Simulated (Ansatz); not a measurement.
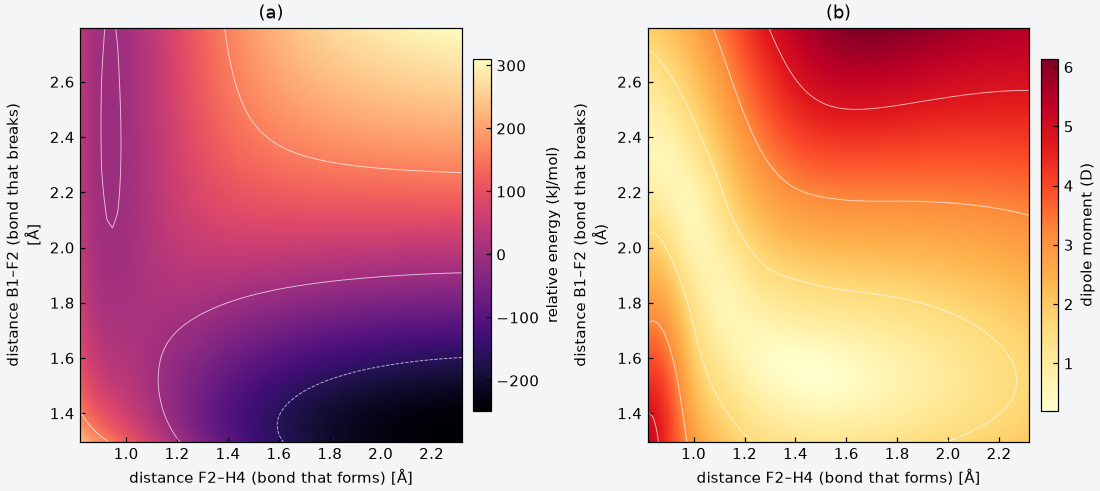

The reacting system BF₂HO (fragments BF₂HO where the first distance is long, BFO + FH where the second is long). First axis: distance F2–H4 (bond that forms). Second axis: distance B1–F2 (bond that breaks). Relaxed at each point: all other coordinates. Grid: 12 × 12 points. Points are written as (first, second). Energies are in kJ/mol, from a guessed transition structure relaxed with its forming and breaking bonds held. The reference is spin-restricted, so regions where a bond is pulled apart into radicals lie too high. Level of theory: Ansatz 0.2.0, RKS r2SCAN-D4/def2-SVP.

Panel (a) is the energy; panel (b) is the computed dipole moment, in D.

The picture shows a smooth colour map with a few white contour lines. Between grid points the surface is interpolated.

How does the dipole moment vary over the map, and what is it at the lowest grid point?

Answer. Leaving out the highest fifth of the energies, it runs from 0.24 D at (1.379 Å, 1.592 Å) to 4.47 D at (0.819 Å, 1.474 Å). At the lowest grid point, (2.319 Å, 1.296 Å), it is 2.01 D. That point lies on the edge of the scan.

```tsv
second ↓, first →	0.819	0.894	0.997	1.115	1.243	1.379	1.522	1.672	1.826	1.986	2.151	2.319
2.796	1.85	2.09	2.64	3.49	4.45	5.29	5.87	6.14	6.06	5.82	5.63	5.52
2.628	1.27	1.54	2.11	3.00	3.96	4.77	5.27	5.40	5.30	5.15	5.04	5.00
2.463	0.77	0.96	1.58	2.49	3.45	4.18	4.56	4.62	4.55	4.47	4.43	4.44
2.303	0.68	0.56	1.00	1.96	2.90	3.54	3.80	3.84	3.82	3.80	3.81	3.87
2.149	1.14	0.91	0.58	1.45	2.32	2.84	3.05	3.11	3.11	3.14	3.21	3.32
1.999	1.86	1.58	0.72	0.97	1.72	2.13	2.30	2.37	2.43	2.50	2.62	2.79
1.856	2.53	2.30	1.17	0.65	1.13	1.44	1.60	1.69	1.78	1.92	2.11	2.32
1.720	3.23	2.97	1.62	0.70	0.62	0.79	0.92	1.06	1.21	1.42	1.68	1.95
1.592	3.88	3.55	2.02	1.04	0.50	0.24	0.31	0.54	0.82	1.12	1.42	1.74
1.474	4.47	4.00	2.39	1.43	0.84	0.46	0.33	0.51	0.79	1.10	1.40	1.70
1.371	4.96	4.26	2.70	1.80	1.26	0.94	0.83	0.91	1.09	1.33	1.58	1.83
1.296	5.28	4.35	2.91	2.07	1.57	1.31	1.22	1.27	1.41	1.60	1.80	2.01
```
